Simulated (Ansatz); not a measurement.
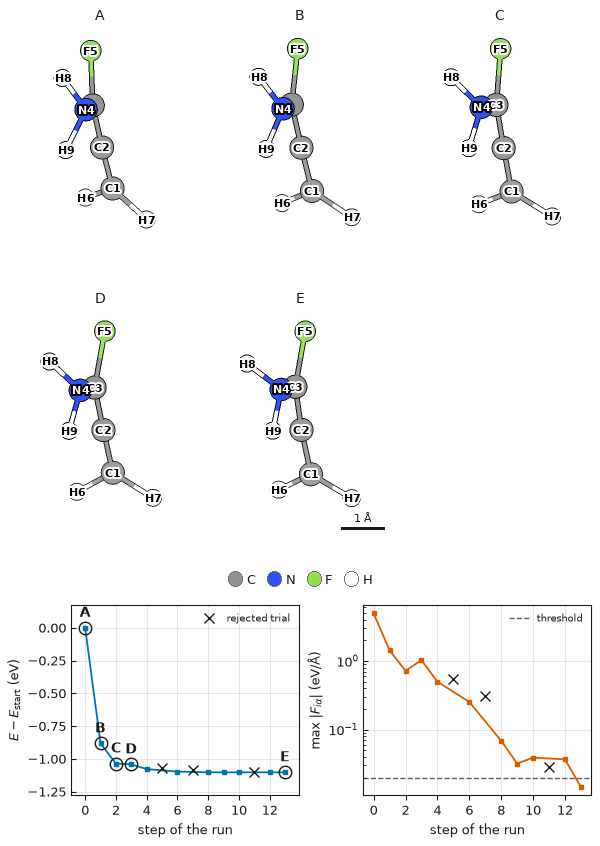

Frames of a relaxation of C$_{3}$H$_{4}$FN, marked on the history of the run. The picture is a ball-and-stick view, seen from a free direction.

The run prepares the start of a later molecular dynamics calculation, from a guessed geometry.

Method: RKS revPBE-D4/6-31G* (Ansatz 0.2.0). Set-up: no spin polarisation; force threshold 0.02 eV/Å; at most 40 steps.

What happens along the run?

The largest move after the best rigid fit is that of H8, 0.38 Å. Largest moves by element: H 0.38 Å, F 0.36 Å, N 0.16 Å, C 0.11 Å. Near-neighbour distances that change, for instance: C3–N4 1.308 → 1.405 Å, C1–C2 1.245 → 1.318 Å, N4–H9 1.081 → 1.022 Å, C2–C3 1.276 → 1.323 Å. Among the angles between lasting bonds that change: N4–C3–F5 115.6° → 110.9°, C1–C2–C3 178.5° → 175.4°, C2–C3–N4 125.0° → 128.0°. Groups turn about C3–N4 by about 30°. The energy falls by 1.102 eV in 10 accepted moves (13 points after the start). The largest force component goes from 4.9 to 0.015 eV/Å. The line search rejected the trial steps at points 5, 7, 11 of the run. The run took of the order of 30 core-seconds on a shared host. From step 0 to 1: H7 moves most (0.19 Å), energy −0.881 eV. From step 1 to 2: H8 moves most (0.20 Å), energy −0.153 eV. From step 2 to 3: H6 moves most (0.15 Å), energy −0.007 eV. From step 3 to 13: H6 moves most (0.10 Å), energy −0.060 eV.

| step | E − E(0), eV | largest force component, eV/Å | note |
| --- | --- | --- | --- |
| 0 | 0.0000 | 4.9130 |  |
| 1 | -0.8814 | 1.4231 |  |
| 2 | -1.0349 | 0.7151 |  |
| 3 | -1.0417 | 1.0266 |  |
| 4 | -1.0775 | 0.4977 |  |
| 5 | -1.0667 | 0.5438 | rejected |
| 6 | -1.0961 | 0.2525 |  |
| 7 | -1.0805 | 0.3112 | rejected |
| 8 | -1.1017 | 0.0687 |  |
| 9 | -1.1019 | 0.0319 |  |
| 10 | -1.1020 | 0.0391 |  |
| 11 | -1.1018 | 0.0280 | rejected |
| 12 | -1.1020 | 0.0368 |  |
| 13 | -1.1021 | 0.0147 |  |
